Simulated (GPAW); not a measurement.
# Surface energy and work function of Cu(100) from slabs of 4 to 14 layers (RPBE)

How do energy and work function of Cu(100) films settle with thickness, and what surface energy follows?

How it was computed: GPAW 26.7.0, plane waves at 450 eV with PAW setups; symmetric 1×1 slabs cut at the tabulated lattice constant (two decimals; low-temperature values for the alkali metals), atoms at bulk places, 7.5 Å of vacuum on each side, one in-plane mesh for all thicknesses, Fermi-Dirac smearing of 0.1 eV. Energies are extrapolated to zero smearing and count from the program's reference atoms. Functional RPBE. The cell's area is 6.516 Å².

Results, with one row withheld:

```tsv
layers	energy (eV)	work function (eV)
4	−11.5292	4.37
5	−14.6664	4.32
6	−17.7878	4.35
7	−20.9105	4.36
8	−24.0355	4.37
9	−27.1532	4.37
10	−30.2831	4.36
11	−33.4050	4.36
12	−36.5292	4.35
14	?	?
```

**Question.** What surface energy do these runs give, and what energy and work function should the 14-layer slab have?

A: A slab of n layers has E(n) = nε + 2Aγ once its middle is bulk-like. A line through n = 6 to 12 has the slope ε = −3.1236 eV a layer and the intercept 2Aγ = 0.9546 eV (r.m.s. residual 2.0 meV). So γ = 0.9546 / (2 × 6.516 Å²) = 0.0733 eV/Å² = 1.17 J/m², with a standard error of under 0.01 J/m² from the scatter about the line. For 14 layers: 0.9546 + 14 × (−3.1236) = −42.776 eV; the run gives −42.781 eV, 4.7 meV under the line. The work function has no such law: from 6 to 12 layers it moves between 4.35 and 4.37 eV (mean 4.36), and the 14-layer slab gives 4.36 eV. The thinnest slab, 4 layers, lies +0.01 eV from that mean. The measured value for this face is 4.73 eV (“Anisotropic work function of elemental crystals” (2019, arxiv:1902.07811)); the unrelaxed 14-layer slab lies 0.37 eV under it.

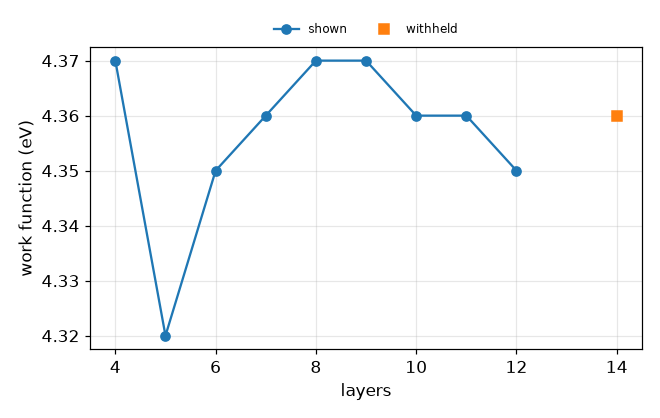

Work function against thickness.

**Limits.** The surfaces are unrelaxed, so γ is an upper bound for this functional and lattice constant. The tabulated lattice constant isn't the functional's own, which strains the slab a little.

[Logs are printed without paths, hosts, clocks, repeated set-up lines and the standing remarks that a program may print on its own settings, such as how far it seeks lower states.]
